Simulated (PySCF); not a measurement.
# C6H13Al: electronic excitations

Aim: predict the electronic excitations of C6H13Al (`CC[C@@H]1CC[CH2][AlH]1`).

Programs: PySCF 2.14.0, with density-fitted response routines of our own. Each step states its level of theory. These are calculated values for one molecule in the gas phase, unless marked as measured. Atoms count from 0, in the outputs and in this text.

### Step 1. The starting structure

20 atoms, charge 0, multiplicity 1; geometry from: GFN2-xTB.

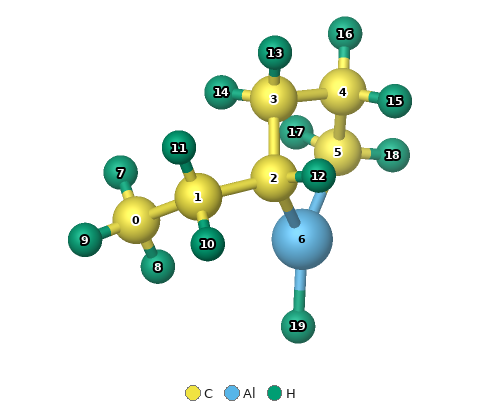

The starting geometry (carbon yellow, aluminium blue, hydrogen teal), atoms numbered.

### Step 2. Excited states and response: B3LYP/def2-SVPD

The job: settings as JSON, then the geometry in Å.

```
{"job": {"kind": "uv", "xc": "B3LYP", "basis": "def2-SVPD", "nstates": 8, "ntriplets": 3}, "charge": 0, "multiplicity": 1}
C      2.261245     0.800470    -0.024208
C      1.827326    -0.590538     0.417247
C      0.303425    -0.697875     0.562440
C     -0.422806    -0.811825    -0.798897
C     -1.931072    -0.581586    -0.615365
C     -2.206815     0.846893    -0.089026
Al    -0.701265     0.921179     1.221250
H      1.914410     1.019121    -1.032136
H      1.826906     1.545605     0.653578
H      3.344041     0.903924    -0.005907
H      2.289817    -0.811352     1.382485
H      2.191883    -1.333840    -0.299874
H      0.095096    -1.635522     1.102456
H     -0.249128    -1.788739    -1.260963
H     -0.044703    -0.050066    -1.486298
H     -2.303317    -1.312281     0.110338
H     -2.449548    -0.762654    -1.561556
H     -2.121201     1.553322    -0.926128
H     -3.244449     0.923665     0.253477
H     -0.384992     1.872777     2.394052
```

Level: TDDFT B3LYP/def2-SVPD, vertical, gas phase, core orbitals frozen in the response.

Command:

```console
$ OMP_NUM_THREADS=1 python probes_run.py task.json out
```

The driver reads the jobs from task.json and runs them one after another.

What will the session give for the following? lowest singlet (B3LYP/def2-SVPD); brightest single state of those computed; lowest triplet. Wanted: lowest singlet; brightest single state of those computed; lowest triplet.

**Answer**, as computed:

| quantity | value |
| --- | --- |
| lowest singlet (B3LYP/def2-SVPD) | 4.24 eV (292 nm), f = 0.001 |
| brightest single state of those computed | state 7, 6.67 eV, f = 0.032 |
| lowest triplet | 3.99 eV |

**Reading.** The first singlet state (HOMO→LUMO 0.99) lies at 4.24 eV and is weak; of the 8 states computed, the strongest absorption comes from state 7 at 6.67 eV. The lowest triplet lies 0.25 eV below the lowest singlet (triplets in Tamm-Dancoff, singlets in full TDDFT). States above −ε(HOMO) lie where TDDFT describes them poorly and they hang on the basis; the brightest is among them.
